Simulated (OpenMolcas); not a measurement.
# BSiH4O2F (SMILES O[SiH2]B(O)F) at 6 levels

We compute a comparison of 6 runs (HF/STO-3G, B3LYP/6-31G*, BHLYP/def2-SVP, BLYP/def2-SVP, M06-2X/def2-SVP, r2SCAN/def2-SVP) of BSiH4O2F. 

The results are computed with OpenMolcas 26.06.

1 further run of the same task is left out (set aside as unsound or not needed).

## Step 1: The molecule

BSiH4O2F has 9 atoms, charge 0, and is taken as a singlet. As SMILES, `O[SiH2]B(O)F`. The Si2–B3 distance was set to 3.053 Å, away from the relaxed value. At this shape a bond of the SMILES string is far longer than usual.

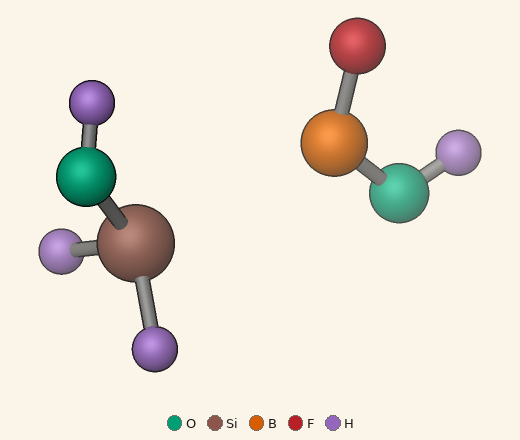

Viewed from a chosen angle; oxygen teal, silicon brown, boron orange, fluorine red, hydrogen purple.

## Step 2: The energy at HF/STO-3G (run 1)

Contents of test.inp:

```
&GATEWAY
BasLib=$CurrDir
Coord
9
angstrom
O        1.922059       0.333196       2.288557
Si       1.607159      -0.756704       1.085757
B       -0.701500       0.194000      -0.670900
O       -0.968000      -0.381600      -1.859000
F       -1.488500       1.196900      -0.250400
H        1.170559       0.781196       2.678457
H        2.862859      -0.896704       0.307457
H        1.262859      -2.098504       1.641857
H       -1.731300      -0.002600      -2.311100
Basis=STO-3G
Group=NoSym
&SEWARD
&SCF
Thresholds=1e-10 1e-07 1e-07 1e-05
PrOrbitals=1 1
```

The basis set STO-3G is read from a file made from the Basis Set Exchange's data (not shown).

Launch:

```sh
export MOLCAS_MEM=1860
pymolcas test.inp > test.log
```

Log:

```text
--- Start Module: gateway ---
[...]
--- Stop Module: gateway /rc=_RC_ALL_IS_WELL_ ---
--- Start Module: seward ---
[...]
      Basis functions           33
--- Stop Module: seward /rc=_RC_ALL_IS_WELL_ ---
--- Start Module: scf ---
[...]
       Convergence after  12 Iterations
[...]
::    Total SCF energy                               -557.9586846628
[...]
      Total spin, S                                     0.0000000000
[...]
      Total electronic charge=   48.000000
      Total            charge=   -0.000000
[...]
      Dipole Moment (debye):
      Origin of the operator (angstrom)=    0.2959    0.0074    0.2919
                   X= -2.0199E+00               Y=  3.5639E-01               Z= -6.6873E-01           Total=  2.1574E+00
      Quadrupole Moment (debye*angstrom):
[...]
--- Stop Module: scf /rc=_RC_ALL_IS_WELL_ ---
[...]
```

Wall time 1.3 s (1 thread of Intel Xeon 6975P-C (Granite Rapids), shared host); peak memory 0.37 GiB.

## Step 3: The energy at B3LYP/6-31G(d) (Cartesian functions) (run 2)

Contents of job.input:

```
* BFH4O2Si Kohn-Sham DFT

&GATEWAY
 BasLib=$CurrDir
 Coord
 9
 angstrom
 O        1.922059       0.333196       2.288557
 Si       1.607159      -0.756704       1.085757
 B       -0.701500       0.194000      -0.670900
 O       -0.968000      -0.381600      -1.859000
 F       -1.488500       1.196900      -0.250400
 H        1.170559       0.781196       2.678457
 H        2.862859      -0.896704       0.307457
 H        1.262859      -2.098504       1.641857
 H       -1.731300      -0.002600      -2.311100
 Basis=6-31Gs
 Group=NoSym

&SEWARD
 GridInput
 Grid=UltraFine
 End of Grid

&SCF
 KSDFT=B3LYP
 Thresholds=1e-10 1e-07 1e-07 1e-05
 PrOrbitals=1 1
```

The basis set 6-31G* is read from a file made from the Basis Set Exchange's data (not shown).

Launch:

```sh
export MOLCAS_MEM=1860
pymolcas job.input > job.log
```

Log:

```text
--- Start Module: gateway ---
[...]
--- Stop Module: gateway /rc=_RC_ALL_IS_WELL_ ---
--- Start Module: seward ---
[...]
      Basis functions           87
--- Stop Module: seward /rc=_RC_ALL_IS_WELL_ ---
[...]
--- Start Module: scf ---
[...]
       Convergence after  15 Iterations
[...]
::    Total KS-DFT energy                            -567.0844339588
[...]
      Total spin, S                                     0.0000000000
[...]
      Total electronic charge=   48.000000
      Total            charge=   -0.000000
[...]
      Dipole Moment (debye):
      Origin of the operator (angstrom)=    0.2959    0.0074    0.2919
                   X= -2.0750E+00               Y=  4.9180E-01               Z= -5.0780E-01           Total=  2.1921E+00
      Quadrupole Moment (debye*angstrom):
[...]
--- Stop Module: scf /rc=_RC_ALL_IS_WELL_ ---
[...]
```

Wall time 18 s (1 thread of Intel Xeon 6975P-C (Granite Rapids), shared host); peak memory 0.48 GiB.

Run 3 isn't shown in full; the table further down has it.

## Step 4: The energy at BLYP/def2-SVP (run 4)

Contents of calc.inp:

```
* BFH4O2Si Kohn-Sham DFT
&GATEWAY
BasLib=$CurrDir
Coord
9
angstrom
O        1.922059       0.333196       2.288557
Si       1.607159      -0.756704       1.085757
B       -0.701500       0.194000      -0.670900
O       -0.968000      -0.381600      -1.859000
F       -1.488500       1.196900      -0.250400
H        1.170559       0.781196       2.678457
H        2.862859      -0.896704       0.307457
H        1.262859      -2.098504       1.641857
H       -1.731300      -0.002600      -2.311100
Basis=def2-SVP
Group=NoSym
&SEWARD
GridInput
Grid=UltraFine
End of Grid
&SCF
KSDFT=BLYP
Thresholds=1e-10 1e-07 1e-07 1e-05
PrOrbitals=0
```

The basis set def2-SVP is read from a file made from the Basis Set Exchange's data (not shown).

Launch:

```sh
export MOLCAS_MEM=1860
pymolcas calc.inp > calc.log
```

Log:

```text
--- Start Module: gateway ---
[...]
--- Stop Module: gateway /rc=_RC_ALL_IS_WELL_ ---
--- Start Module: seward ---
[...]
      Basis functions           94
--- Stop Module: seward /rc=_RC_ALL_IS_WELL_ ---
[...]
--- Start Module: scf ---
[...]
       Convergence after  17 Iterations
[...]
::    Total KS-DFT energy                            -566.7433876935
[...]
      Total spin, S                                     0.0000000000
[...]
      Total electronic charge=   48.000000
      Total            charge=   -0.000000
[...]
      Dipole Moment (debye):
      Origin of the operator (angstrom)=    0.2959    0.0074    0.2919
                   X= -1.8835E+00               Y=  5.2923E-01               Z= -4.4372E-01           Total=  2.0062E+00
      Quadrupole Moment (debye*angstrom):
[...]
--- Stop Module: scf /rc=_RC_ALL_IS_WELL_ ---
[...]
```

It took 19 s on 1 thread of Intel Xeon 6975P-C (Granite Rapids), shared host; peak memory 0.52 GiB.

Run 5 isn't shown in full; the table further down has it.

## Step 5: A single-point energy at r2SCAN/def2-SVP (run 6)

Contents of struct.xyz:

```xyz
9

O      1.922059     0.333196     2.288557
Si     1.607159    -0.756704     1.085757
B     -0.701500     0.194000    -0.670900
O     -0.968000    -0.381600    -1.859000
F     -1.488500     1.196900    -0.250400
H      1.170559     0.781196     2.678457
H      2.862859    -0.896704     0.307457
H      1.262859    -2.098504     1.641857
H     -1.731300    -0.002600    -2.311100
```

Contents of job.input:

```
* BFH4O2Si Kohn-Sham DFT
>>> EXPORT MOLCAS_PRINT=2

&GATEWAY
  BASLIB=$CurrDir
  COORD=struct.xyz
  BASIS=def2-SVP
  GROUP=NoSym

&SEWARD
  GRIDINPUT
  Grid=UltraFine
  End of Grid

&SCF
  KSDFT=2
  1.0 MGGA_X_R2SCAN
  1.0 MGGA_C_R2SCAN
  THRESHOLDS=1e-10 1e-07 1e-07 1e-05
  PRORBITALS=1 1
```

The basis set def2-SVP is read from a file made from the Basis Set Exchange's data (not shown).

Launch:

```sh
export MOLCAS_MEM=1860
pymolcas job.input > job.log
```

Log:

```text
--- Start Module: gateway ---
[...]
--- Stop Module: gateway /rc=_RC_ALL_IS_WELL_ ---
--- Start Module: seward ---
[...]
      Basis functions           94
--- Stop Module: seward /rc=_RC_ALL_IS_WELL_ ---
[...]
--- Start Module: scf ---
[...]
       Convergence after  18 Iterations
[...]
::    Total KS-DFT energy                            -566.6290003487
[...]
      Total spin, S                                     0.0000000000
[...]
      Total electronic charge=   48.000000
      Total            charge=   -0.000000
[...]
      Dipole Moment (debye):
      Origin of the operator (angstrom)=    0.2959    0.0074    0.2919
                   X= -1.9769E+00               Y=  4.9123E-01               Z= -5.3691E-01           Total=  2.1066E+00
      Quadrupole Moment (debye*angstrom):
[...]
--- Stop Module: scf /rc=_RC_ALL_IS_WELL_ ---
[...]
```

It took 28 s on 1 thread of Intel Xeon 6975P-C (Granite Rapids), shared host; peak memory 0.52 GiB.

## Step 6: All runs side by side

```
run                               level  Cartesian functions  integration grid  energy (Eh)  dipole moment (D)  HOMO energy (eV)  LUMO energy (eV)  wall time
  1                           HF/STO-3G                   no                 –  -557.958685               2.16             -4.97              5.04      1.3 s
  2  B3LYP/6-31G* (Cartesian functions)                  yes         UltraFine  -567.084434               2.19             -6.15             -1.31       18 s
  3                      BHLYP/def2-SVP                   no         UltraFine  -566.660921               1.96             -7.40             -0.38       19 s
  4                       BLYP/def2-SVP                   no         UltraFine  -566.743388               2.01             -5.23             -1.90       19 s
  5                     M06-2X/def2-SVP                   no         UltraFine  -566.666653               2.01             -7.37             -0.43       26 s
  6                     r2SCAN/def2-SVP                   no         UltraFine  -566.629000               2.11             -5.69             -1.87       28 s
```

## Step 7: Outcome

```
            quantity          value
 run 6: total energy  -566.62900 Eh
run 6: dipole moment         2.11 D
  run 6: HOMO energy       -5.69 eV
  run 6: LUMO energy       -1.87 eV
run 6: HOMO–LUMO gap        3.82 eV
```

The dipole moment (its size) runs from 1.96 D (BHLYP/def2-SVP) to 2.19 D (B3LYP/6-31G*). The two ends differ in method and basis. The HOMO–LUMO gap runs from 3.34 eV (BLYP/def2-SVP) to 10.01 eV (HF/STO-3G). Totals of different functionals can't be ranked against each other. In run 1 the basis is minimal, so the values are rough. All runs together took 1.9 min, the longest 28 s.
